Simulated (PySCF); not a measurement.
**Run report: C3H10Si2 (charge +1), EPR calculation**

System: C3H10Si2, charge +1, multiplicity 2, SMILES [CH2+][CH]C([SiH3])[SiH3].
Method: UKS B3LYP, pcH-1 on C H Si, non-relativistic, mean-field spin-orbit, GIAO (PySCF 2.14.0).

It belongs to a series of runs on one base structure; here: electron removed.

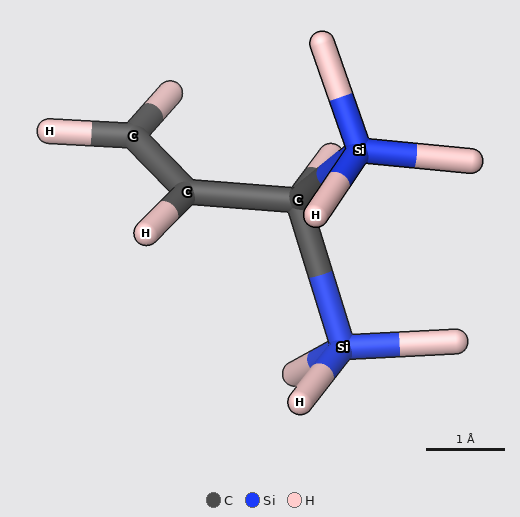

Figure 1. The structure (stick view, seen at a tilt). Bond lengths as drawn: C–C 1.35 to 1.43 Å, C–H 1.08 to 1.09 Å, C–Si 2.00 Å and H–Si 1.46 Å.

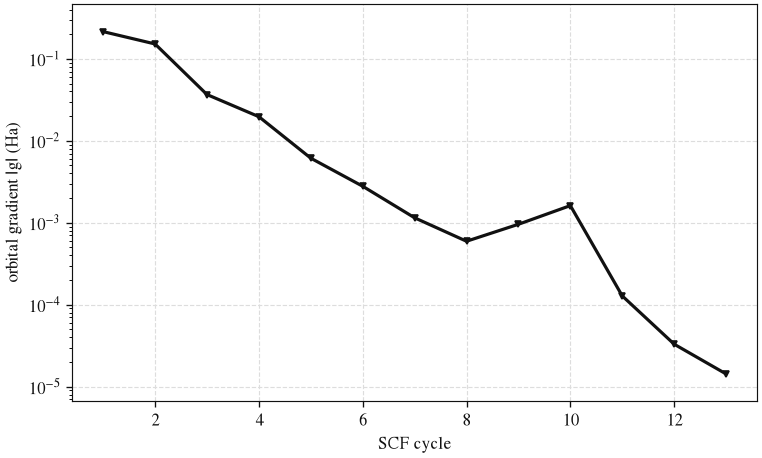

Figure 2. Convergence of the self-consistent field: orbital gradient |g| against the SCF cycle. All cycles printed in the log are drawn one after another.

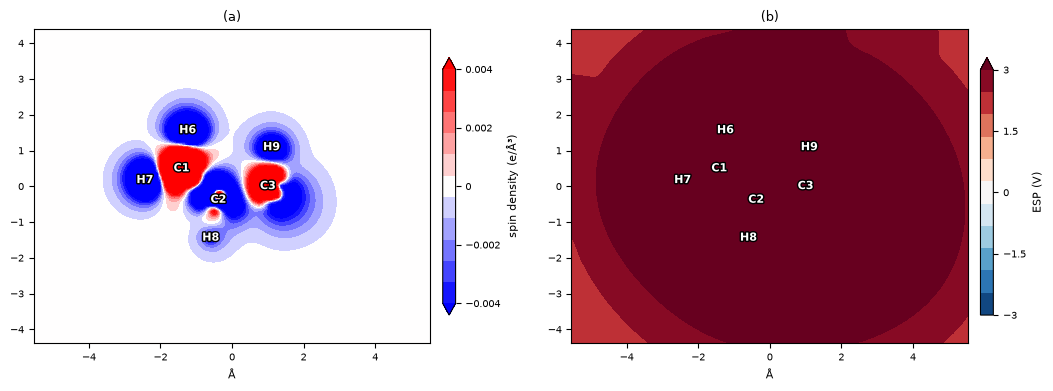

Figure 3. (a) spin density; (b) molecular electrostatic potential on the plane of atoms C2, C1 and H6. The unpaired spin (1 electron) lies mostly on C1 (about 0.4), C3 (about 0.2), C2 (about 0.1), Si4 (about 0.1) and Si5 (about 0.1), in electrons by Hirshfeld's partition. The potential has no marked negative region in this plane.

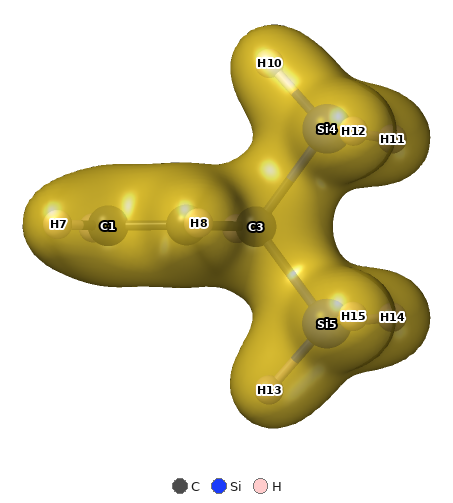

Figure 4. Isosurface of the electron density at 0.2 e/Å³ (yellow), seen face on. At this value the surface is in one piece. On the grid the lowest density along these lines, outside the cores, is 2.3 e/Å³ (C–C, 1.35 Å), 0.58 e/Å³ (C–Si, 2.00 Å), 2 e/Å³ (C–H, 1.08 Å) and 1.9 e/Å³ (C–C, 1.43 Å).

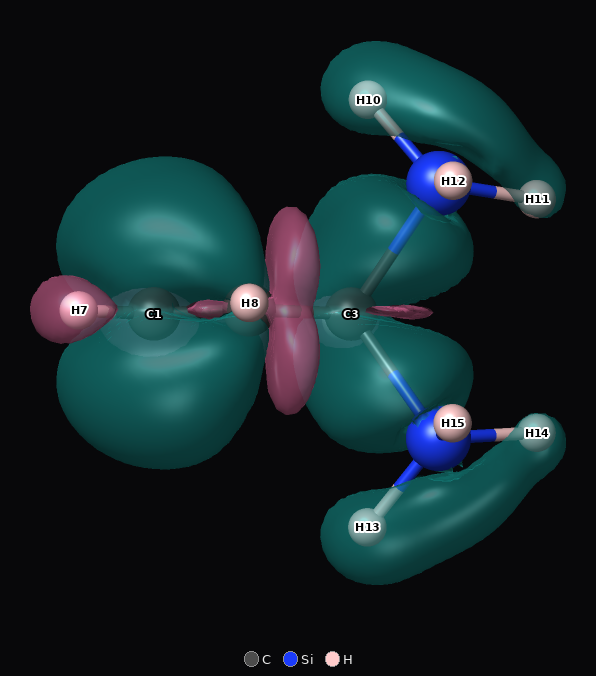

Figure 5. Isosurfaces of the spin density (α minus β) at +0.004 (teal) and −0.004 e/Å³ (pink), seen face on. The unpaired spin (1 electron) lies mostly on C1 (about 0.4), C3 (about 0.2), C2 (about 0.1), Si4 (about 0.1) and Si5 (about 0.1), in electrons by Hirshfeld's partition.

The input and output of the run follow.

## Input
```
{"job": {"kind": "epr", "basis": "pcH-1"}, "charge": 1, "multiplicity": 2}
C     -0.060016     2.347111    -0.511541
C     -0.182417     1.196557     0.193444
C      0.120812    -0.102088    -0.330555
Si     1.540994    -1.014952     0.741631
Si    -1.472064    -1.309475    -0.271582
H      0.282924     2.346148    -1.534628
H     -0.298717     3.305045    -0.080505
H     -0.530641     1.246222     1.217640
H      0.461832    -0.032997    -1.365138
H      2.636988    -0.054962     0.606714
H      1.754579    -2.280899     0.052388
H      1.013341    -1.128927     2.095758
H     -2.414086    -0.549636    -1.094372
H     -1.005525    -2.551923    -0.873562
H     -1.852418    -1.407235     1.132394
```

The first line tells a small driver script what to run in PySCF; the rest is the geometry in Å.

Launched with:
```bash
OMP_NUM_THREADS=1 python <driver script> task.json out
```

## Log
```
UKS, coarse grid
  cycle   1  E = -698.99713017  |g| = 2.15e-01
  cycle   2  E = -699.00573096  |g| = 1.52e-01
  cycle   3  E = -699.01360585  |g| = 3.67e-02
  cycle   4  E = -699.01419446  |g| = 1.97e-02
  cycle   5  E = -699.01439783  |g| = 6.14e-03
  cycle   6  E = -699.01442426  |g| = 2.79e-03
  cycle   7  E = -699.01443163  |g| = 1.15e-03
  cycle   8  E = -699.01443330  |g| = 5.95e-04
UKS, final grid
  cycle   1  E = -699.01443197  |g| = 9.59e-04
  cycle   2  E = -699.01443110  |g| = 1.62e-03
  cycle   3  E = -699.01443243  |g| = 1.28e-04
  cycle   4  E = -699.01443244  |g| = 3.30e-05
  cycle   5  E = -699.01443244  |g| = 1.43e-05
E = -699.01443244 Eh   <S^2> = 0.7582 (exact 0.7500)
g shifts (ppm)      1          2          3
  rmc          -145       -145       -145
  gc              2         18         29
  oz_so         362       1827       2190
  total         219       1700       2075
hyperfine (MHz)  atom isotope    a_iso     a_fc   dipolar eigenvalues
    0   13C      40.64      40.70    -45.76    -45.16     90.92
    1   13C     -19.11     -19.13     -7.70     -2.61     10.30
    2   13C       9.73       9.69    -25.60    -24.54     50.14
    3  29Si     -14.03     -14.02    -29.87     14.41     15.46
    4  29Si     -14.09     -14.08    -29.89     14.42     15.47
    5    1H     -36.35     -36.35    -20.10     -3.37     23.47
    6    1H     -37.59     -37.59    -21.69     -2.76     24.46
    7    1H      -4.14      -4.14     -4.31     -4.09      8.40
    8    1H     -16.55     -16.56     -8.23     -2.94     11.17
    9    1H      35.78      35.77     -3.20      0.59      2.61
   10    1H      10.17      10.16     -2.59     -0.69      3.28
   11    1H      -2.26      -2.27     -2.24     -1.36      3.60
   12    1H      35.83      35.82     -3.20      0.59      2.61
   13    1H      10.13      10.12     -2.59     -0.69      3.28
   14    1H      -2.25      -2.26     -2.24     -1.36      3.60
```

## Summary

```tsv
quantity	value
outcome	converged
total energy	−699.014432 hartree
⟨S²⟩	0.758
isotropic g	2.0037
hardware	1 CPU thread, shared host
wall time	59 s
peak memory	0.88 GiB
```
